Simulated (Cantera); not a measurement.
Charge: 1 mol SiCl4, 0.59 mol HCl, 0.58 mol H2, 0.53 mol Cl2, equilibrated at 0.230 bar.

Method: chemical equilibrium by Gibbs-energy minimisation in Cantera with the NASA 1993 tables (ideal gas, pure condensed phases). Candidate condensed phases: Si; 19 gas species. The tables' values for SiCl3 are old estimates; treat these amounts as uncertain. Kinetics and transport are ignored.

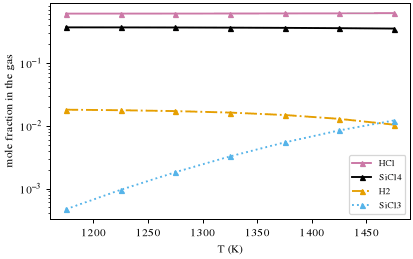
Fig. 1. Equilibrium gas composition (values under 1e-9 drawn at 1e-9)

**Question.** Read off the mole fractions at 1325 K.

**Answer.** HCl about 0.61, SiCl4 about 0.37, H2 about 0.016, SiCl3 about 0.0032.
